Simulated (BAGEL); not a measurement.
# CH4F2OSi (SMILES C[Si](O)(F)F): HF/3-21G (density fitting with qzvpp-jkfit)

What is the vertical ionisation energy of CH4F2OSi at HF/3-21G (density fitting with qzvpp-jkfit)? 

Program for the calculation: BAGEL 1.2.2.

## Step 1: Starting point

CH4F2OSi has 9 atoms, charge 0, and is taken as a singlet. SMILES: `C[Si](O)(F)F`. Geometry: relaxed at PBE0-D4/def2-TZVP. This is one conformer, not always the lowest.

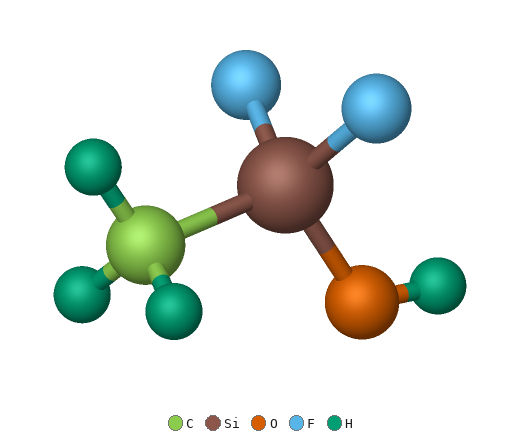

Viewed from a chosen angle; carbon green, silicon brown, oxygen orange, fluorine blue, hydrogen teal.

## Step 2: A single-point energy at HF/3-21G (density fitting with qzvpp-jkfit)

hf.json

```json
{ "bagel": [

{
  "title": "molecule",
  "basis": "3-21g",
  "df_basis": "qzvpp-jkfit",
  "angstrom": true,
  "geometry": [
    { "atom": "C", "xyz": [   -1.189400,    0.338900,   -0.162200 ] },
    { "atom": "Si", "xyz": [    0.580100,   -0.130700,   -0.192500 ] },
    { "atom": "O", "xyz": [    1.083400,   -0.479900,    1.308000 ] },
    { "atom": "F", "xyz": [    0.827400,   -1.374000,   -1.151900 ] },
    { "atom": "F", "xyz": [    1.471900,    1.032700,   -0.807900 ] },
    { "atom": "H", "xyz": [   -1.795500,   -0.480100,    0.229600 ] },
    { "atom": "H", "xyz": [   -1.342100,    1.213300,    0.473300 ] },
    { "atom": "H", "xyz": [   -1.540100,    0.577500,   -1.168100 ] },
    { "atom": "H", "xyz": [    1.992700,   -0.743900,    1.454700 ] }
  ]
},
{
  "title": "hf"
},
{
  "title": "print",
  "file": "orbitals.molden",
  "orbitals": true
}

]}
```

On the command line:

```bash
$ BAGEL_NUM_THREADS=1 BAGEL hf.json > hf.out
```

The log of the run:

```text
* using 1 threads per process

  ===============================================================
  ===============================================================

  *** Geometry ***

  { "atom" : "C", "xyz" : [     -2.247640,      0.640428,     -0.306514 ] },
  { "atom" : "Si", "xyz" : [      1.096230,     -0.246987,     -0.363772 ] },
  { "atom" : "O", "xyz" : [      2.047329,     -0.906880,      2.471762 ] },
  { "atom" : "F", "xyz" : [      1.563559,     -2.596484,     -2.176776 ] },
  { "atom" : "F", "xyz" : [      2.781488,      1.951520,     -1.526710 ] },
  { "atom" : "H", "xyz" : [     -3.393003,     -0.907258,      0.433881 ] },
  { "atom" : "H", "xyz" : [     -2.536201,      2.292805,      0.894407 ] },
  { "atom" : "H", "xyz" : [     -2.910367,      1.091317,     -2.207389 ] },
  { "atom" : "H", "xyz" : [      3.765657,     -1.405767,      2.748985 ] },

  Number of auxiliary basis functions:      506

  Since a DF basis is specified, we compute 2- and 3-index integrals:
    o Being stored without compression. Storage requirement is 0.013 GB

  Number of basis functions:       57
  Number of electrons      :       50

    * METHOD: MOLECULE                             0.16

  *** RHF ***

  === Nuclear Repulsion ===
   263.4891565526

      * DIIS with orbital gradients will be used.

  === RHF iteration (3-21g) ===
      0       -599.63534166          0.02898567           0.04
      1       -599.79691972          0.01500336           0.04
      2       -599.84511395          0.00106736           0.04
      3       -599.84563992          0.00031589           0.04
      4       -599.84567368          0.00006719           0.04
      5       -599.84567647          0.00001715           0.04
      6       -599.84567659          0.00000889           0.04
      7       -599.84567662          0.00000132           0.04
      8       -599.84567662          0.00000041           0.04
      9       -599.84567662          0.00000015           0.04
     10       -599.84567662          0.00000004           0.04
     11       -599.84567662          0.00000002           0.04
     12       -599.84567662          0.00000000           0.04
    * SCF iteration converged.

    * Permanent dipole moment:
           (    0.168064,     0.010044,    -0.386830) a.u.

    * METHOD: HF                                   0.60

    * METHOD: PRINT                                0.01

  ===============================================================
```

Wall time 0.91 s (1 thread of Arm Neoverse V2, shared host).

## Step 3: The doublet cation at the same level

calc.json

```json
{ "bagel": [

{
  "title": "molecule",
  "basis": "3-21g",
  "df_basis": "qzvpp-jkfit",
  "angstrom": "true",
  "geometry": [
    { "atom": "C", "xyz": [   -1.189400,    0.338900,   -0.162200 ] },
    { "atom": "Si", "xyz": [    0.580100,   -0.130700,   -0.192500 ] },
    { "atom": "O", "xyz": [    1.083400,   -0.479900,    1.308000 ] },
    { "atom": "F", "xyz": [    0.827400,   -1.374000,   -1.151900 ] },
    { "atom": "F", "xyz": [    1.471900,    1.032700,   -0.807900 ] },
    { "atom": "H", "xyz": [   -1.795500,   -0.480100,    0.229600 ] },
    { "atom": "H", "xyz": [   -1.342100,    1.213300,    0.473300 ] },
    { "atom": "H", "xyz": [   -1.540100,    0.577500,   -1.168100 ] },
    { "atom": "H", "xyz": [    1.992700,   -0.743900,    1.454700 ] }
  ]
},
{
  "title": "uhf",
  "charge": 1,
  "nopen": 1
},
{
  "title": "print",
  "file": "orbitals.molden",
  "orbitals": "true"
}

]}
```

On the command line:

```bash
$ BAGEL_NUM_THREADS=1 BAGEL calc.json > calc.out
```

The log of the run:

```text
* using 1 threads per process

  ===============================================================
  ===============================================================

  *** Geometry ***

  { "atom" : "C", "xyz" : [     -2.247640,      0.640428,     -0.306514 ] },
  { "atom" : "Si", "xyz" : [      1.096230,     -0.246987,     -0.363772 ] },
  { "atom" : "O", "xyz" : [      2.047329,     -0.906880,      2.471762 ] },
  { "atom" : "F", "xyz" : [      1.563559,     -2.596484,     -2.176776 ] },
  { "atom" : "F", "xyz" : [      2.781488,      1.951520,     -1.526710 ] },
  { "atom" : "H", "xyz" : [     -3.393003,     -0.907258,      0.433881 ] },
  { "atom" : "H", "xyz" : [     -2.536201,      2.292805,      0.894407 ] },
  { "atom" : "H", "xyz" : [     -2.910367,      1.091317,     -2.207389 ] },
  { "atom" : "H", "xyz" : [      3.765657,     -1.405767,      2.748985 ] },

  Number of auxiliary basis functions:      506

  Since a DF basis is specified, we compute 2- and 3-index integrals:
    o Being stored without compression. Storage requirement is 0.013 GB

  Number of basis functions:       57
  Number of electrons      :       50

    * METHOD: MOLECULE                             0.16

  *** Open-shell HF ***

  === Nuclear Repulsion ===
   263.4891565526

      * DIIS with orbital gradients will be used.

  === UHF iteration (3-21g) ===
      0       -599.15320488          0.05617067           0.08
      1       -599.32147668          0.03390276           0.07
      2       -599.36477308          0.01973306           0.07
      3       -599.38593006          0.00085434           0.07
      4       -599.38619607          0.00030965           0.07
      5       -599.38624704          0.00017926           0.07
      6       -599.38627577          0.00009309           0.07
      7       -599.38628591          0.00005515           0.07
      8       -599.38628907          0.00003010           0.07
      9       -599.38628994          0.00001748           0.07
     10       -599.38629018          0.00001171           0.07
     11       -599.38629034          0.00000601           0.08
     12       -599.38629037          0.00000320           0.07
     13       -599.38629038          0.00000128           0.07
     14       -599.38629038          0.00000066           0.07
     15       -599.38629038          0.00000039           0.07
     16       -599.38629038          0.00000025           0.07
     17       -599.38629038          0.00000015           0.07
     18       -599.38629038          0.00000011           0.07
     19       -599.38629038          0.00000007           0.07
     20       -599.38629038          0.00000005           0.07
     21       -599.38629038          0.00000003           0.08
     22       -599.38629038          0.00000002           0.07
     23       -599.38629038          0.00000001           0.07
     24       -599.38629038          0.00000001           0.07
    * SCF iteration converged.

    * S^2 (UHF) is 0.7564

    * Permanent dipole moment:
           (    2.171053,    -0.517061,    -0.452062) a.u.

    * METHOD: UHF                                  1.97

    * METHOD: PRINT                                0.01

  ===============================================================
```

It took 2.3 s on 1 thread of Arm Neoverse V2, shared host.

## Step 4: What came out

At HF/3-21G (density fitting with qzvpp-jkfit):

```
                                          quantity          value
                    singlet CH4F2OSi: total energy  -599.84568 Eh
                   singlet CH4F2OSi: dipole moment         1.07 D
                     singlet CH4F2OSi: HOMO energy      -13.72 eV
                     singlet CH4F2OSi: LUMO energy        5.77 eV
                   singlet CH4F2OSi: HOMO–LUMO gap       19.49 eV
                      doublet cation: total energy  -599.38629 Eh
                              doublet cation: ⟨S²⟩          0.756
vertical ionisation energy (to the doublet cation)      12.501 eV
```

In words: The vertical ionisation energy comes to 12.50 eV (288 kcal/mol). −ε(HOMO) before ionisation, 13.72 eV, is 1.22 eV above this ionisation energy.
